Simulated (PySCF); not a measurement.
# C₃H₆ClFSi: NMR shifts at several levels of theory, part 2 of 2

PySCF 2.14.0. Atoms count from 0. The steps go on from the part before.

## (8) Shielding tensors: PBE0/aug-cc-pVDZ

The job: settings as JSON, then the geometry in Å.

```
{"job": {"kind": "nmr", "xc": "PBE0", "basis": "aug-cc-pVDZ", "pop": true}, "charge": 0, "multiplicity": 1}
C      2.263226     0.528621    -0.088774
C      0.973887     0.724256    -0.361903
F      0.512408     1.980716    -0.536682
Si    -0.368246    -0.591929    -0.531305
C     -1.724457    -0.217042     0.729942
Cl    -3.051689    -1.405825     0.559985
H      2.640902    -0.484413     0.058634
H      2.961382     1.366948    -0.009831
H     -0.957179    -0.542281    -1.899030
H      0.242452    -1.924376    -0.264241
H     -2.139261     0.789724     0.574780
H     -1.344108    -0.272782     1.760300
```

With the program's defaults for keys left out, this is: GIAO PBE0/aug-cc-pVDZ NMR shielding, non-relativistic, gas phase.

The program printed:

```text
coarse grid: 11312 points
cycle   1  E = -966.8978881453  dE =  4.753e-01  |g| = 4.238e-01  |ddm| = 8.098e+00
cycle   2  E = -966.8753084397  dE =  2.258e-02  |g| = 5.602e-01  |ddm| = 1.755e+00
cycle   3  E = -966.9351235243  dE = -5.982e-02  |g| = 7.319e-02  |ddm| = 8.812e-01
cycle   4  E = -966.9363212074  dE = -1.198e-03  |g| = 2.500e-02  |ddm| = 1.830e-01
cycle   5  E = -966.9364656843  dE = -1.445e-04  |g| = 9.448e-03  |ddm| = 6.743e-02
cycle   6  E = -966.9364824052  dE = -1.672e-05  |g| = 3.420e-03  |ddm| = 1.848e-02
cycle   7  E = -966.9364852910  dE = -2.886e-06  |g| = 4.094e-04  |ddm| = 6.470e-03
final grid: 101136 points
cycle   8  E = -966.9543289678  dE = -1.880e-05  |g| = 7.002e-03  |ddm| = 1.319e-01
cycle   9  E = -966.9543205288  dE =  8.439e-06  |g| = 9.642e-03  |ddm| = 3.470e-02
cycle  10  E = -966.9543408527  dE = -2.032e-05  |g| = 1.034e-03  |ddm| = 1.655e-02
cycle  11  E = -966.9543410742  dE = -2.215e-07  |g| = 1.534e-04  |ddm| = 2.153e-03
cycle  12  E = -966.9543410774  dE = -3.179e-09  |g| = 7.917e-05  |ddm| = 3.548e-04
cycle  13  E = -966.9543410789  dE = -1.549e-09  |g| = 2.804e-05  |ddm| = 1.697e-04
cycle  14  E = -966.9543410791  dE = -2.028e-10  |g| = 6.095e-06  |ddm| = 6.049e-05
converged SCF energy = -966.9543410791

GIAO shielding tensors (ppm)
atom      isotropic    diamagn.    paramagn.     s11        s22        s33       span
  0 C       86.412     226.237    -139.825    -26.242    117.804    167.674    193.916
  1 C       27.325     218.358    -191.033    -69.580     62.219     89.337    158.917
  2 F      288.276     478.987    -190.710    173.938    278.902    411.988    238.050
  3 Si     457.964     891.897    -433.934    434.827    454.026    485.038     50.211
  4 C      167.147     222.785     -55.638    145.315    149.634    206.494     61.180
  5 Cl     942.052    1141.368    -199.316    830.973    890.171   1105.011    274.038
  6 H       26.084      34.097      -8.013     23.103     25.100     30.050      6.947
  7 H       25.757      34.554      -8.797     21.995     25.307     29.969      7.974
  8 H       26.790      25.501       1.288     23.622     25.768     30.979      7.357
  9 H       26.983      26.771       0.211     23.630     26.318     30.999      7.369
 10 H       28.149      29.882      -1.733     22.217     27.690     34.540     12.323
 11 H       28.373      29.565      -1.191     22.685     27.866     34.569     11.884
```

Run time: 34 s. Hardware: 1 thread of Arm Neoverse V1, shared host; peak memory 0.93 GiB.

This run: δ C1 167.8, C0 108.7, C4 28.0, F2 -94.1, H7 5.64, H6 5.31 ppm.

## (9) Shielding tensors: PBE0/IGLO-III

Same as in step 8 but for these lines:

```diff
@@ -1,2 +1,2 @@
-{"job": {"kind": "nmr", "xc": "PBE0", "basis": "aug-cc-pVDZ", "pop": true}, "charge": 0, "multiplicity": 1}
+{"job": {"kind": "nmr", "xc": "PBE0", "basis": "IGLO-III", "pop": true}, "charge": 0, "multiplicity": 1}
 C      2.263226     0.528621    -0.088774
```

With the program's defaults for keys left out, this is: GIAO PBE0/IGLO-III NMR shielding, non-relativistic, gas phase.

The program printed:

```text
coarse grid: 11312 points
cycle   1  E = -966.9771473910  dE =  3.700e-01  |g| = 5.073e-01  |ddm| = 2.528e+00
cycle   2  E = -966.9514469595  dE =  2.570e-02  |g| = 6.378e-01  |ddm| = 6.840e-01
cycle   3  E = -967.0180669394  dE = -6.662e-02  |g| = 9.826e-02  |ddm| = 3.468e-01
cycle   4  E = -967.0197269082  dE = -1.660e-03  |g| = 3.539e-02  |ddm| = 7.752e-02
cycle   5  E = -967.0200069801  dE = -2.801e-04  |g| = 9.933e-03  |ddm| = 2.749e-02
cycle   6  E = -967.0200230400  dE = -1.606e-05  |g| = 4.646e-03  |ddm| = 8.264e-03
cycle   7  E = -967.0200276395  dE = -4.599e-06  |g| = 7.939e-04  |ddm| = 2.578e-03
final grid: 101136 points
cycle   8  E = -967.0353160480  dE = -8.936e-05  |g| = 7.606e-03  |ddm| = 4.630e-02
cycle   9  E = -967.0353083872  dE =  7.661e-06  |g| = 9.792e-03  |ddm| = 9.838e-03
cycle  10  E = -967.0353275617  dE = -1.917e-05  |g| = 1.504e-03  |ddm| = 4.898e-03
cycle  11  E = -967.0353278962  dE = -3.345e-07  |g| = 3.533e-04  |ddm| = 1.183e-03
cycle  12  E = -967.0353279145  dE = -1.828e-08  |g| = 1.729e-04  |ddm| = 2.897e-04
cycle  13  E = -967.0353279212  dE = -6.723e-09  |g| = 4.122e-05  |ddm| = 1.344e-04
cycle  14  E = -967.0353279216  dE = -4.306e-10  |g| = 7.173e-06  |ddm| = 2.454e-05
converged SCF energy = -967.0353279216

GIAO shielding tensors (ppm)
atom      isotropic    diamagn.    paramagn.     s11        s22        s33       span
  0 C       66.312     257.545    -191.233    -56.769    102.202    153.503    210.272
  1 C        1.462     247.935    -246.473   -107.402     41.741     70.047    177.448
  2 F      273.540     467.404    -193.863    151.017    261.356    408.248    257.231
  3 Si     392.152     892.608    -500.456    367.472    388.841    420.144     52.672
  4 C      155.723     253.402     -97.679    134.396    137.947    194.826     60.430
  5 Cl     922.812    1143.845    -221.033    796.593    861.145   1110.699    314.106
  6 H       26.145      32.264      -6.119     23.301     25.190     29.944      6.643
  7 H       25.847      29.871      -4.024     22.219     25.335     29.988      7.769
  8 H       26.766      29.995      -3.229     23.764     25.821     30.713      6.949
  9 H       26.968      31.206      -4.239     23.749     26.356     30.798      7.050
 10 H       28.196      29.519      -1.323     22.231     27.715     34.643     12.412
 11 H       28.432      30.059      -1.627     22.727     27.925     34.644     11.917
```

Wall time 57 s (1 thread of Arm Neoverse V1, shared host); peak memory 1.1 GiB.

In short: δ C1 182.3, C0 117.5, C4 28.1, F2 -98.9, H7 5.53, H6 5.23 ppm.

## (10) NMR shieldings: PBE0/pcSseg-0

Same as in step 9 but for these lines:

```diff
@@ -1,2 +1,2 @@
-{"job": {"kind": "nmr", "xc": "PBE0", "basis": "IGLO-III", "pop": true}, "charge": 0, "multiplicity": 1}
+{"job": {"kind": "nmr", "xc": "PBE0", "basis": "pcSseg-0", "pop": true}, "charge": 0, "multiplicity": 1}
 C      2.263226     0.528621    -0.088774
```

Level: GIAO PBE0/pcSseg-0 NMR shielding, non-relativistic, gas phase.

The program printed:

```text
coarse grid: 11312 points
cycle   1  E = -965.4649031258  dE =  3.733e-01  |g| = 4.258e-01  |ddm| = 3.578e+00
cycle   2  E = -965.4359702422  dE =  2.893e-02  |g| = 5.980e-01  |ddm| = 1.185e+00
cycle   3  E = -965.5059927264  dE = -7.002e-02  |g| = 5.292e-02  |ddm| = 6.216e-01
cycle   4  E = -965.5065456868  dE = -5.530e-04  |g| = 3.080e-02  |ddm| = 1.047e-01
cycle   5  E = -965.5067575423  dE = -2.119e-04  |g| = 9.747e-03  |ddm| = 3.900e-02
cycle   6  E = -965.5067786179  dE = -2.108e-05  |g| = 1.372e-03  |ddm| = 1.226e-02
cycle   7  E = -965.5067790726  dE = -4.547e-07  |g| = 4.443e-04  |ddm| = 2.070e-03
final grid: 101136 points
cycle   8  E = -965.5537235119  dE = -1.330e-05  |g| = 3.716e-03  |ddm| = 1.740e-02
cycle   9  E = -965.5537231436  dE =  3.684e-07  |g| = 3.935e-03  |ddm| = 8.294e-03
cycle  10  E = -965.5537271290  dE = -3.985e-06  |g| = 6.204e-04  |ddm| = 4.543e-03
cycle  11  E = -965.5537272043  dE = -7.529e-08  |g| = 7.265e-05  |ddm| = 7.202e-04
cycle  12  E = -965.5537272052  dE = -9.059e-10  |g| = 3.129e-05  |ddm| = 1.301e-04
converged SCF energy = -965.5537272052

GIAO shielding tensors (ppm)
atom      isotropic    diamagn.    paramagn.     s11        s22        s33       span
  0 C       66.881     257.471    -190.590    -59.236    100.724    159.154    218.390
  1 C       12.546     266.003    -253.458    -95.523     52.743     80.416    175.939
  2 F      262.776     469.687    -206.911    119.179    221.011    448.138    328.960
  3 Si     412.780     878.917    -466.137    378.505    399.028    460.807     82.303
  4 C      167.918     260.314     -92.395    142.561    149.494    211.700     69.139
  5 Cl     961.456    1144.230    -182.774    868.665    893.147   1122.556    253.891
  6 H       27.368      30.178      -2.810     24.352     26.550     31.202      6.850
  7 H       27.002      28.516      -1.514     22.761     26.192     32.054      9.293
  8 H       28.052      27.344       0.708     23.999     27.100     33.058      9.059
  9 H       28.284      28.161       0.123     24.119     27.753     32.980      8.861
 10 H       30.111      31.188      -1.076     23.388     29.861     37.085     13.697
 11 H       30.306      31.172      -0.866     24.110     29.901     36.907     12.797
```

Run time: 6.1 s. Hardware: 1 thread of Arm Neoverse V1, shared host; peak memory 0.44 GiB.

Key values: δ C1 181.0, C0 126.6, C4 25.6, F2 -84.4, H7 5.83, H6 5.46 ppm.

## (11) Nuclear shieldings: PBE0/pcSseg-2

Same as in step 10 but for these lines:

```diff
@@ -1,2 +1,2 @@
-{"job": {"kind": "nmr", "xc": "PBE0", "basis": "pcSseg-0", "pop": true}, "charge": 0, "multiplicity": 1}
+{"job": {"kind": "nmr", "xc": "PBE0", "basis": "pcSseg-2", "pop": true}, "charge": 0, "multiplicity": 1}
 C      2.263226     0.528621    -0.088774
```

Level: GIAO PBE0/pcSseg-2 NMR shielding, non-relativistic, gas phase.

The program printed:

```text
coarse grid: 11312 points
cycle   1  E = -966.9971622852  dE =  4.230e-01  |g| = 4.859e-01  |ddm| = 2.448e+00
cycle   2  E = -966.9723514359  dE =  2.481e-02  |g| = 6.313e-01  |ddm| = 6.812e-01
cycle   3  E = -967.0392896033  dE = -6.694e-02  |g| = 8.514e-02  |ddm| = 3.982e-01
cycle   4  E = -967.0406482307  dE = -1.359e-03  |g| = 3.039e-02  |ddm| = 7.094e-02
cycle   5  E = -967.0408526178  dE = -2.044e-04  |g| = 9.416e-03  |ddm| = 2.565e-02
cycle   6  E = -967.0408668720  dE = -1.425e-05  |g| = 4.402e-03  |ddm| = 8.471e-03
cycle   7  E = -967.0408711146  dE = -4.243e-06  |g| = 7.182e-04  |ddm| = 3.047e-03
final grid: 101136 points
cycle   8  E = -967.0495519294  dE = -7.761e-05  |g| = 7.505e-03  |ddm| = 2.781e-02
cycle   9  E = -967.0495459416  dE =  5.988e-06  |g| = 9.037e-03  |ddm| = 9.687e-03
cycle  10  E = -967.0495628114  dE = -1.687e-05  |g| = 1.611e-03  |ddm| = 5.583e-03
cycle  11  E = -967.0495631789  dE = -3.675e-07  |g| = 4.041e-04  |ddm| = 1.197e-03
cycle  12  E = -967.0495632066  dE = -2.770e-08  |g| = 1.303e-04  |ddm| = 3.218e-04
cycle  13  E = -967.0495632102  dE = -3.550e-09  |g| = 4.740e-05  |ddm| = 1.259e-04
cycle  14  E = -967.0495632107  dE = -5.580e-10  |g| = 8.177e-06  |ddm| = 3.427e-05
converged SCF energy = -967.0495632107

GIAO shielding tensors (ppm)
atom      isotropic    diamagn.    paramagn.     s11        s22        s33       span
  0 C       65.263     255.016    -189.753    -58.982    101.187    153.583    212.565
  1 C        0.953     252.860    -251.907   -108.598     41.329     70.127    178.724
  2 F      273.682     469.048    -195.366    150.356    262.113    408.576    258.220
  3 Si     386.511     878.818    -492.307    362.098    381.619    415.818     53.720
  4 C      156.081     247.079     -90.998    134.750    138.006    195.489     60.738
  5 Cl     916.650    1144.172    -227.521    796.110    851.813   1102.028    305.918
  6 H       25.945      31.303      -5.358     22.935     25.012     29.887      6.952
  7 H       25.653      29.341      -3.688     21.953     25.088     29.917      7.964
  8 H       26.801      29.003      -2.202     23.806     25.838     30.760      6.954
  9 H       27.001      30.076      -3.075     23.776     26.373     30.855      7.079
 10 H       28.128      29.619      -1.491     22.146     27.534     34.704     12.558
 11 H       28.343      29.927      -1.584     22.611     27.737     34.683     12.072
```

It took 71 s on 1 thread of Arm Neoverse V1, shared host; peak memory 1.4 GiB.

This run: δ C1 183.2, C0 118.9, C4 28.0, F2 -97.9, H7 5.59, H6 5.30 ppm.

## (12) Run by run: NMR shifts

Shifts (ppm) of some atoms, chosen among heavy atoms and hydrogens apart, means over like atoms, with basis size and wall time:

| run | C1 | C0 | H7 | H10 | F2 | Si3 | Cl5 | functions | time |
| --- | --- | --- | --- | --- | --- | --- | --- | --- | --- |
| PBE0/6-31G* | 161.0 | 108.4 | 5.20 | 2.71 | -87.0 | -21.3 | -12 | 104 | 12 s |
| PBE0/6-311+G(2d,p) | 175.7 | 114.0 | 5.52 | 3.05 | -101.3 | -44.3 | 28 | 214 | 32 s |
| PBE0/def2-SVP | 167.3 | 109.9 | 5.35 | 2.70 | -72.7 | -45.6 | 4 | 122 | 12 s |
| PBE0/def2-TZVP | 178.0 | 114.9 | 5.49 | 2.96 | -95.8 | -45.2 | 20 | 234 | 42 s |
| PBE0/cc-pVDZ | 167.9 | 110.4 | 5.38 | 2.88 | -81.3 | -40.3 | 14 | 122 | 14 s |
| PBE0/cc-pVTZ | 176.0 | 114.0 | 5.49 | 3.00 | -90.4 | -40.3 | 18 | 272 | 58 s |
| PBE0/aug-cc-pVDZ | 167.8 | 108.7 | 5.64 | 3.13 | -94.1 | -41.2 | 26 | 200 | 34 s |
| PBE0/IGLO-III | 182.3 | 117.5 | 5.53 | 3.06 | -98.9 | -46.8 | 22 | 288 | 57 s |
| PBE0/pcSseg-0 | 181.0 | 126.6 | 5.83 | 2.62 | -84.4 | -64.3 | -9 | 74 | 6.1 s |
| PBE0/pcSseg-2 | 183.2 | 118.9 | 5.59 | 3.01 | -97.9 | -45.2 | 24 | 314 | 71 s |

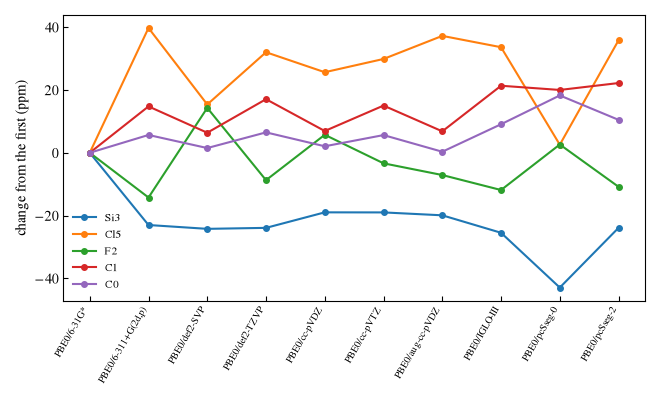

How five of the tabulated atoms move from run to run.

## (13) Summary of results

This closing draws on all 2 parts.

```
                                                            quantity                       value
                                ¹³C shifts against TMS (PBE0/6-31G*)      161.0, 108.4, 24.2 ppm
¹H shifts against TMS (PBE0/6-31G*, means over atoms taken as alike)  5.20, 4.98, 4.54, 2.71 ppm
                              ¹⁹F shifts against CFCl3 (PBE0/6-31G*)                   -87.0 ppm
                               ²⁹Si shifts against TMS (PBE0/6-31G*)                   -21.3 ppm
                               ³⁵Cl shifts against HCl (PBE0/6-31G*)                     -12 ppm
                                           range of the shift of Si3          -64.3 to -21.3 ppm
```

Single values in the summary come from the first sound run of each kind (PBE0/6-31G*), which need not be the best level. At PBE0/6-31G*: Shielding is most anisotropic at Cl5 (span 279 ppm, paramagnetic term -202 ppm). Across the 10 runs the shift of Si3 moves most, between -64.3 (PBE0/pcSseg-0) and -21.3 ppm (PBE0/6-31G*).
